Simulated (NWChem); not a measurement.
# MPWB1K-D3(0)/x2c-SVPall-2c (DKH3) run of SiH4S (Si(SH)H3)

What is the energy difference between two shapes of SiH4S (Si(SH)H3) at MPWB1K-D3(0)/x2c-SVPall-2c (DKH3)? 

The calculation is run with NWChem 7.3.0.

1 further run of the same task is left out (set aside as unsound or not needed).

## 1. The structure to begin with

The species is SiH4S (6 atoms), meant as a singlet with charge 0. SMILES: `[H][Si]([H])([H])S`. Geometry: relaxed at GFN2-xTB.

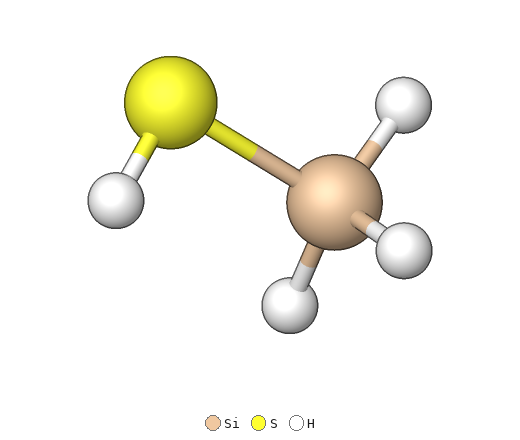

Viewed from a chosen angle; silicon light orange, sulfur yellow, hydrogen white.

## 2. Energy and forces at MPWB1K-D3(0)/x2c-SVPall-2c (DKH3)

The input, struct.xyz:

```xyz
6

Si     0.201210    -0.014540    -0.544580
S      0.253720     0.019820     1.601470
H     -1.056810     0.059910     1.795240
H      1.606010    -0.020690    -0.909950
H     -0.503230     1.180600    -0.990160
H     -0.500900    -1.225100    -0.952020
```

The input, struct.nw:

```
start struct
memory stack 880 mb heap 220 mb global 1100 mb
charge 0
geometry noautosym nocenter noautoz
 load format xyz struct.xyz
end
basis "ao basis" spherical
 * library x2c-SVPall-2c
end
relativistic
 douglas-kroll dk3
end
dft
 xc mpwb1k
 mult 1
 disp vdw 3
 grid medium
 convergence energy 1e-05
 direct
 mulliken
end
task dft gradient
```

Command:

```console
nwchem struct.nw > struct.out
```

The program printed:

```text
[...]
          Wavefunction type:  closed shell.
          No. of atoms     :     6
          No. of electrons :    34
[...]
          Charge           :     0
          Spin multiplicity:     1
[...]
          AO basis - number of functions:    62
[...]
              XC Information
              --------------
                       MPWB1K Method XC Functional
                     Hartree-Fock (Exact) Exchange  0.440
                        mPW91  Exchange Functional  0.560
                         B95 Correlation Potential  1.000
[...]
 d= 0,ls=0.0,diis     1   -691.6079604277 -7.81D+02  8.14D-03  1.81D-01     5.4
[...]
 d= 0,ls=0.0,diis     6   -691.6343105144 -3.47D-07  6.33D-06  7.77D-08    14.8
         Total DFT energy =     -691.634310514420
      One electron energy =    -1134.377392599703
           Coulomb energy =      401.662728677295
    Exchange-Corr. energy =      -48.445845538003
 Nuclear repulsion energy =       89.527510587149
    Dispersion correction =       -0.001311641158
[...]
      Total Density - Mulliken Population Analysis
     ---------------------------------------------
    Atom       Charge   Shell Charges
 -----------   ------   -------------------------------------------------------
    1 Si  14    13.58   2.00  1.99  1.02  0.18  5.86  0.07  1.30  0.96  0.20
    2 S   16    16.30   2.00  1.99  1.20  0.66  5.89  0.05  1.80  2.67  0.05
    3 H    1     0.91   0.72  0.16  0.03
    4 H    1     1.06   0.75  0.30  0.01
    5 H    1     1.07   0.75  0.31  0.01
    6 H    1     1.07   0.75  0.31  0.01
[...]
  wavefunction    = closed shell
[...]
                         DFT ENERGY GRADIENTS
    atom               coordinates                        gradient
                 x          y          z           x          y          z
   1 Si      0.380232  -0.027477  -1.029107    0.005625  -0.000062  -0.022267
   2 S       0.479461   0.037454   3.026339   -0.011153   0.000068  -0.000217
   3 H      -1.997081   0.113213   3.392512    0.008264  -0.000129   0.000845
   4 H       3.034919  -0.039098  -1.719556   -0.008694   0.000101   0.005854
   5 H      -0.950967   2.231011  -1.871131    0.003001  -0.006194   0.007947
   6 H      -0.946564  -2.315103  -1.799057    0.002957   0.006216   0.007838
[...]
```

Wall time 51 s (1 thread of Intel Xeon Platinum 8488C (Sapphire Rapids), shared host); peak memory 0.12 GiB.

## 3. The distorted shape at the same level

The input, h4ssi.nw:

```
start h4ssi
title "H4SSi"
memory 2200 mb
charge 0

geometry units angstrom noautosym nocenter
zmatrix
  Si
  S 1 2.149791
  H 2 1.38739 1 94.90677
  H 1 1.629357 2 98.93377 3 175.29408
  H 1 1.492466 4 107.30834 2 107.63877
  H 1 1.352829 5 115.11197 4 -134.55167
end
end

basis spherical
Si library x2c-SVPall-2c
S library x2c-SVPall-2c
H library x2c-SVPall-2c
end

relativistic
douglas-kroll dk3
end

dft
xc mpwb1k
disp vdw 3
grid medium
convergence energy 1e-05
direct
mulliken
end

task dft gradient
```

Command:

```console
nwchem h4ssi.nw > h4ssi.out
```

The program printed:

```text
[...]
          Wavefunction type:  closed shell.
          No. of atoms     :     6
          No. of electrons :    34
[...]
          Charge           :     0
          Spin multiplicity:     1
[...]
          AO basis - number of functions:    62
[...]
              XC Information
              --------------
                       MPWB1K Method XC Functional
                     Hartree-Fock (Exact) Exchange  0.440
                        mPW91  Exchange Functional  0.560
                         B95 Correlation Potential  1.000
[...]
 d= 0,ls=0.0,diis     1   -691.5897471725 -7.80D+02  8.79D-03  1.88D-01     5.6
[...]
 d= 0,ls=0.0,diis     6   -691.6182092296 -3.86D-07  6.89D-06  8.60D-08    15.2
         Total DFT energy =     -691.618209229592
      One electron energy =    -1133.056018012506
           Coulomb energy =      400.951452455082
    Exchange-Corr. energy =      -48.401727998652
 Nuclear repulsion energy =       88.889402509609
    Dispersion correction =       -0.001318183125
[...]
      Total Density - Mulliken Population Analysis
     ---------------------------------------------
    Atom       Charge   Shell Charges
 -----------   ------   -------------------------------------------------------
    1 Si  14    13.60   2.00  1.99  1.02  0.20  5.86  0.07  1.28  0.98  0.19
    2 S   16    16.30   2.00  1.99  1.21  0.67  5.88  0.05  1.79  2.67  0.05
    3 H    1     0.91   0.69  0.19  0.03
    4 H    1     1.06   0.69  0.36  0.01
    5 H    1     1.06   0.74  0.32  0.01
    6 H    1     1.07   0.79  0.27  0.01
[...]
  wavefunction    = closed shell
[...]
                         DFT ENERGY GRADIENTS
    atom               coordinates                        gradient
                 x          y          z           x          y          z
   1 Si      0.000000   0.000000   0.000000    0.067087   0.066742  -0.035537
   2 S       0.000000   0.000000   4.062516   -0.022506  -0.003892  -0.001541
   3 H       2.612179   0.000000   4.286770    0.022018   0.000129   0.001602
   4 H      -3.031431  -0.249544  -0.478152   -0.040789  -0.008245   0.000291
   5 H       1.162920  -2.478996  -0.675706   -0.000396  -0.007068   0.007816
   6 H       1.220976   2.054503  -0.907638   -0.025414  -0.047665   0.027369
[...]
```

Run time: 55 s. Hardware: 1 thread of Intel Xeon Platinum 8488C (Sapphire Rapids), shared host; peak memory 0.12 GiB.

## 4. Results

Level: MPWB1K-D3(0)/x2c-SVPall-2c (DKH3).

```
                                 quantity          value
                first shape: total energy  -691.63431 Eh
               first shape: dipole moment         1.51 D
                 first shape: HOMO energy       -8.02 eV
                 first shape: LUMO energy        1.09 eV
               first shape: HOMO–LUMO gap        9.10 eV
           first shape: dispersion energy   -3.44 kJ/mol
    first shape: largest force on an atom     1.181 eV/Å
            distorted shape: total energy  -691.61821 Eh
           distorted shape: dipole moment         1.85 D
             distorted shape: HOMO energy       -7.99 eV
             distorted shape: LUMO energy        0.83 eV
           distorted shape: HOMO–LUMO gap        8.82 eV
       distorted shape: dispersion energy   -3.46 kJ/mol
distorted shape: largest force on an atom     5.198 eV/Å
   energy change with the atoms displaced       0.438 eV
```

With the atoms displaced the energy rises by 0.44 eV (10.1 kcal/mol). The first shape isn't relaxed at this level, so the change isn't measured from a minimum. The largest force (first shape) is 1.18 eV/Å: the shape isn't a stationary point for this species at this level. Mulliken charges (first shape) run from -0.30 on S2 to +0.42 on Si1.
